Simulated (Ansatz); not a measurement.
```cif
data_structure
_symmetry_space_group_name_H-M 'P 1'
_symmetry_Int_Tables_number 1
_cell_length_a 10.8915
_cell_length_b 4.2873
_cell_length_c 3.8399
_cell_angle_alpha 90.000
_cell_angle_beta 99.338
_cell_angle_gamma 90.000
_cell_volume 176.93
loop_
_atom_site_label
_atom_site_type_symbol
_atom_site_fract_x
_atom_site_fract_y
_atom_site_fract_z
_atom_site_occupancy
Mg1 Mg 0.00000 0.00000 0.50000 1
Mg2 Mg 0.50000 0.50000 0.50000 1
Zr1 Zr 0.14596 0.50000 0.97036 1
Zr2 Zr 0.64596 0.00000 0.97036 1
Zr3 Zr 0.35404 0.00000 0.02964 1
Zr4 Zr 0.85404 0.50000 0.02964 1
N1 N 0.33911 0.50000 0.10820 1
N2 N 0.83911 0.00000 0.10820 1
N3 N 0.16089 0.00000 0.89180 1
N4 N 0.66089 0.50000 0.89180 1
N5 N 0.05061 0.50000 0.39881 1
N6 N 0.55061 0.00000 0.39881 1
N7 N 0.44939 0.00000 0.60119 1
N8 N 0.94939 0.50000 0.60119 1
```

Space group C2/m; a structure from a database of computed crystals, not necessarily the ambient phase; a generated structure, not necessarily the stable one; changed on purpose from its base cell (volume × 0.97, shape and atoms relaxed); computed pressure about 5 GPa in this cell.

These are results of Ansatz 0.2.0, DFT PBE, scalar-relativistic, plane waves, PAW, not measurements.

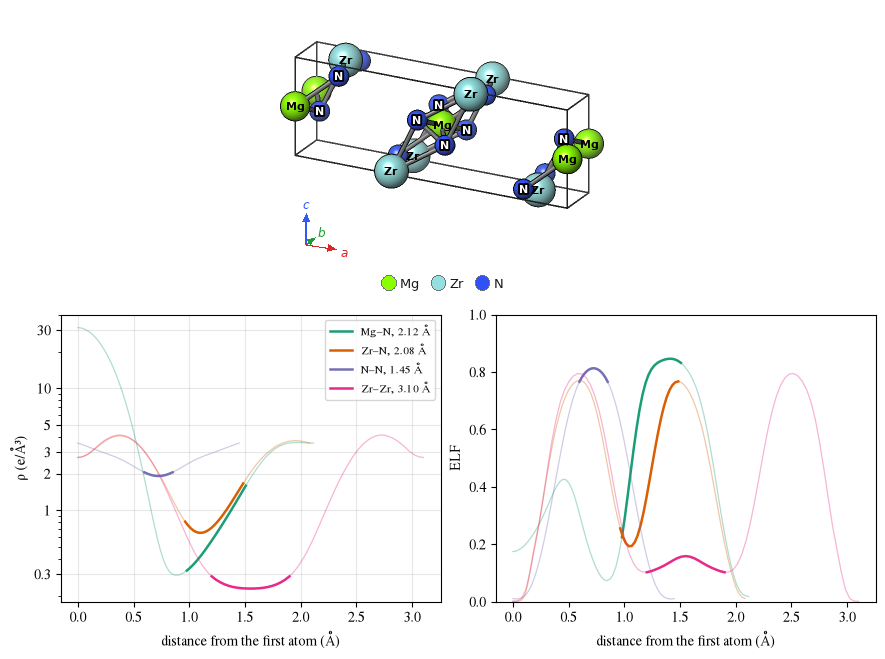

MgZr2N4. Valence pseudo-density and ELF along straight lines between neighbouring atoms. Thin, pale parts lie inside the atomic spheres. The structure is drawn too.

In a PAW calculation such maps are meaningful between the atoms, not at the nuclei.

What can be read from the curves?

Mg–N (2.12 Å): the density is about 0.38 e/Å³ at the midpoint; the ELF peaks at about 0.85 in the valence shell of N, 0.7 Å from its nucleus, and falls to about 0.05 next to Mg (a largely ionic contact).
Zr–N (2.08 Å): the density is about 0.68 e/Å³ at the midpoint; the ELF peaks at about 0.75 in the valence shell of N, 0.6 Å from its nucleus, and drops to about 0.20 between the two atoms; no localised pair shows between them.
N–N (1.45 Å): ρ at the midpoint is about 1.9 e/Å³; the ELF peaks at about 0.80 between the atoms.
Zr–Zr (3.10 Å): ρ at the midpoint is about 0.23 e/Å³; the ELF is about 0.15 at the midpoint: no shared electron pair shows on this line.
